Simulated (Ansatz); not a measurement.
**triplet BI3: levels of theory compared**

We compute a comparison of 6 runs (UHF/3-21G, UB3LYP/def2-SVP, UBHLYP/def2-SVP, UCAM-B3LYP/def2-SVP, UPBE-QIDH/def2-SVP, UMP2/def2-SVP) of triplet BI3. 

The results are computed with Ansatz 0.2.0.

35 further runs of the same task are left out: 1 that didn't finish, 34 set aside as unsound or not needed.

## 1. The molecule

BI3 has 4 atoms, charge 0, and is taken as a triplet. As SMILES of the parent species, `IB(I)I`. Geometry: relaxed at PBE0-D4/def2-TZVP. That shape belongs to the parent species and isn't relaxed for this state.

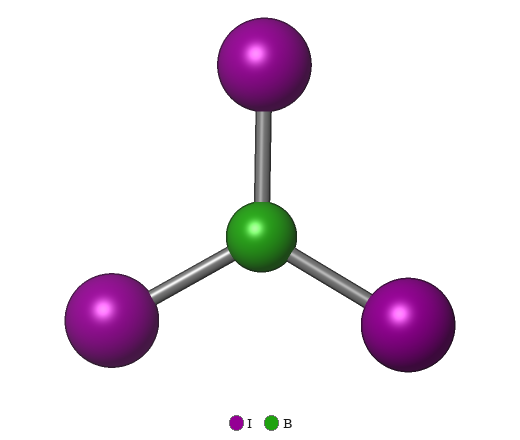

Viewed from a chosen angle; iodine purple, boron green.

## 2. The energy at UHF/3-21G (run 1)

File molecule.yaml:

```yaml
crystal:
  periodic: [false, false, false]
  atoms:
    - symbol: I
      position_ang: [-1.308500, -0.295200, 1.615600]
    - symbol: B
      position_ang: [0.013900, -0.015100, -0.005100]
    - symbol: I
      position_ang: [1.876800, -1.006300, -0.030300]
    - symbol: I
      position_ang: [-0.526500, 1.256300, -1.600500]
basis:
  gaussian:
    orbitals: 3-21G-spherical.json
magnetization:
  spin_polarized: true
  initial_magnetization: 2
hamiltonian:
  xc: hf
accuracy: high
output: {orbitals: {seedname: orbitals}}
```

The basis set 3-21G is read from a file made from the Basis Set Exchange's data (not shown).

Launch:

```bash
$ ansatz run molecule.yaml --threads 1 --pin off --max-ram 3480MiB --events-out events.jsonl --progress --plain --runs-dir runs
```

The log of the run:

```text
Warning: RAYON_NUM_THREADS=1 ignored (pool sized by the plan → 1); use --threads N
Functional definition: HF
  name "HF"
  exchange = exact_x
  correlation = 0
2029 factors; integrals over basis functions are off by at most 4.5e-9 eV
mean field evaluation 1: about -562903.6675 eV, gradient 7.9e0 eV
mean field evaluation 2: about -562903.9518 eV, gradient 7.9e0 eV
mean field evaluation 4: about -562904.6854 eV, gradient 1.4e0 eV
mean field evaluation 8: about -562904.7374 eV, gradient 6.5e-2 eV
mean field evaluation 16: about -562904.7376 eV, gradient 8.2e-4 eV
mean field evaluation 32: about -562902.7468 eV, gradient 1.0e1 eV
mean field evaluation 64: about -562902.1989 eV, gradient 1.3e1 eV
mean field evaluation 96: about -562904.8434 eV, gradient 4.4e-1 eV
mean field evaluation 128: about -562903.5676 eV, gradient 7.6e0 eV
mean field evaluation 160: about -562904.3080 eV, gradient 3.1e0 eV
mean field evaluation 192: about -562904.9342 eV, gradient 2.7e-8 eV
mean field evaluation 224: about -562904.2643 eV, gradient 8.5e-1 eV
mean field evaluation 256: about -562904.7376 eV, gradient 1.6e-3 eV
mean field evaluation 288: about -562904.7828 eV, gradient 4.4e-1 eV
mean field -562904.93424951 eV, -20686.3747830011 hartree, gradient 4.7e-8 eV, S^2 2.025221; 5 other end points of the search recorded, 0 dependent functions left out
reference -562904.93424951 eV, -20686.3747830011 hartree; 83, 81 occupied and 19, 21 virtual orbitals, 2029 factors
Total energy: -562904.93424951 eV, -20686.3747830011 hartree
```

Wall time 2.5 min (1 thread of Intel Xeon Platinum 8488C (Sapphire Rapids), shared host); peak memory 1.5 GiB.

## 3. The energy at UB3LYP/def2-SVP (core potential) (run 2)

File input.yaml:

```yaml
basis:
  gaussian:
    orbitals: def2-SVP
crystal:
  periodic: [false, false, false]
  atoms:
    - {symbol: I, position_ang: [-1.308500, -0.295200, 1.615600]}
    - {symbol: B, position_ang: [0.013900, -0.015100, -0.005100]}
    - {symbol: I, position_ang: [1.876800, -1.006300, -0.030300]}
    - {symbol: I, position_ang: [-0.526500, 1.256300, -1.600500]}
magnetization:
  spin_polarized: true
  initial_magnetization: 2
hamiltonian:
  xc: {name: B3LYP}
accuracy: high
output: {orbitals: {seedname: orbitals}}
```

Launch:

```bash
$ ansatz run input.yaml --threads 1 --pin off --max-ram 3480MiB --events-out events.jsonl --progress --plain --runs-dir runs
```

The log of the run:

```text
Warning: RAYON_NUM_THREADS=1 ignored (pool sized by the plan → 1); use --threads N
Functional definition: B3LYP
  name "B3LYP"
  parameter a0 = 0.2
  parameter ax = 0.72
  parameter ac = 0.81
  exchange = (1 - a0 - ax)*slater_x + ax*b88_x + a0*exact_x
  correlation = (1 - ac)*vwn_rpa_c + ac*lyp_c
2268 factors; integrals over basis functions are off by at most 2.8e-9 eV
mean field evaluation 1: about -24982.6470 eV, gradient 1.7e1 eV
mean field evaluation 2: about -24979.4732 eV, gradient 2.7e1 eV
mean field evaluation 4: about -24984.4349 eV, gradient 3.6e-1 eV
mean field evaluation 8: about -24984.5047 eV, gradient 2.4e-2 eV
mean field evaluation 16: about -24984.5047 eV, gradient 8.9e-5 eV
mean field evaluation 32: about -24984.1597 eV, gradient 3.2e0 eV
mean field -24984.50472817 eV, -918.1636136548 hartree, gradient 5.1e-8 eV, S^2 2.006818; 8 other end points of the search recorded, 0 dependent functions left out
reference -24984.50476162 eV, -918.1636148839 hartree; 41, 39 occupied and 51, 53 virtual orbitals, 2268 factors
Total energy: -24984.50476162 eV, -918.1636148839 hartree
```

It took 39 s on 1 thread of Intel Xeon Platinum 8488C (Sapphire Rapids), shared host; peak memory 0.88 GiB.

Run 3 isn't shown in full; the table further down has it.

## 4. A single-point energy at UCAM-B3LYP/def2-SVP (core potential) (run 4)

File in.yaml:

```yaml
crystal:
  periodic: [false, false, false]
  atoms:
    - {symbol: I, position_ang: [-1.308500, -0.295200, 1.615600]}
    - {symbol: B, position_ang: [0.013900, -0.015100, -0.005100]}
    - {symbol: I, position_ang: [1.876800, -1.006300, -0.030300]}
    - {symbol: I, position_ang: [-0.526500, 1.256300, -1.600500]}
basis:
  gaussian:
    orbitals: def2-SVP
magnetization:
  spin_polarized: true
  initial_magnetization: 2
hamiltonian:
  xc: {name: CAM-B3LYP}
accuracy: high
output:
  orbitals: {seedname: orbitals}
```

Launch:

```bash
$ ansatz run in.yaml --threads 1 --pin off --max-ram 3480MiB --events-out events.jsonl --progress --plain --runs-dir runs
```

The log of the run, cut to the lines that bear on the results:

```text
Warning: RAYON_NUM_THREADS=1 ignored (pool sized by the plan → 1); use --threads N
Functional definition: CAM-B3LYP
  name "CAM-B3LYP"
[...]
2268 factors; integrals over basis functions are off by at most 2.8e-9 eV
448 factors; integrals over basis functions are off by at most 1.4e-9 eV
[...]
mean field -24976.12571271 eV, -917.8556905162 hartree, gradient 8.8e-8 eV, S^2 2.010656; 6 other end points of the search recorded, 0 dependent functions left out
reference -24976.12572899 eV, -917.8556911143 hartree; 41, 39 occupied and 51, 53 virtual orbitals, 2268 factors
Total energy: -24976.12572899 eV, -917.8556911143 hartree
```

It took 30 s on 1 thread of Intel Xeon Platinum 8488C (Sapphire Rapids), shared host; peak memory 0.76 GiB.

Run 5 isn't shown in full; the table further down has it.

## 5. A single-point energy at UMP2/def2-SVP (core potential) (run 6)

in.yaml, as its differences from that of step 4:

```diff
@@ -13,6 +13,5 @@
   initial_magnetization: 2
-hamiltonian:
-  xc: {name: CAM-B3LYP}
+correlation:
+  method: mp2
+  frozen_orbitals: {B: 1, I: 4}
 accuracy: high
-output:
-  orbitals: {seedname: orbitals}
```

Launch:

```bash
$ ansatz run in.yaml --threads 1 --pin off --max-ram 3480MiB --events-out events.jsonl --progress --plain --runs-dir runs
```

The log of the run, cut to the lines that bear on the results:

```text
Warning: RAYON_NUM_THREADS=1 ignored (pool sized by the plan → 1); use --threads N
[... 2 set-up lines as earlier in the session ...]
[...]
2268 factors; integrals over basis functions are off by at most 2.8e-9 eV
[...]
mean field -24886.24270269 eV, -914.5525508228 hartree, gradient 1.8e-8 eV, S^2 2.030856; 16 other end points of the search recorded, 0 dependent functions left out
13 core orbitals not correlated: weight in the atoms' cores, before any rotation towards them, 1.000 or more for the frozen orbitals, at most 0.000 for the correlated occupied ones
reference -24886.24270269 eV, -914.5525508228 hartree; 28, 26 occupied and 51, 53 virtual orbitals, 2268 factors
second order -11.59737291 eV of doubles, -0.00000000 eV of singles
Total energy: -24897.84007561 eV, -914.9787464164 hartree
```

It took 84 s on 1 thread of Intel Xeon Platinum 8488C (Sapphire Rapids), shared host; peak memory 0.79 GiB.

## 6. Overview of the runs

| run | level | core potential | frozen core orbitals | energy (Eh) | HOMO energy (eV) | ⟨S²⟩ | wall time |
| --- | --- | --- | --- | --- | --- | --- | --- |
| 1 | UHF/3-21G | none | – | -20686.374783 | -6.62 | 2.025 | 2.5 min |
| 2 | UB3LYP/def2-SVP (core potential) | def2-SVP | – | -918.163615 | -3.82 | 2.007 | 39 s |
| 3 | UBHLYP/def2-SVP (core potential) | def2-SVP | – | -917.708651 | -5.00 | 2.014 | 38 s |
| 4 | UCAM-B3LYP/def2-SVP (core potential) | def2-SVP | – | -917.855691 | -5.25 | 2.011 | 30 s |
| 5 | UPBE-QIDH/def2-SVP (core potential) | def2-SVP | 13 | -917.003981 | -5.87 | 2.023 | 73 s |
| 6 | UMP2/def2-SVP (core potential) | def2-SVP | 13 | -914.978746 | – | 2.031 | 84 s |

## 7. Outcome

```
                                           quantity          value
                                run 6: total energy  -914.97875 Eh
run 6: correlation energy (13 core orbitals frozen)     -426.2 mEh
           run 6: ⟨S²⟩ of the reference determinant          2.031
```

**Reading.** Totals of different functionals can't be ranked against each other. Some runs of one species differ in core potentials or relativity; totals across that change don't compare. In run 1 relativity is left out where basis or elements ask for it. All runs together took 6.9 min, the longest 2.5 min.
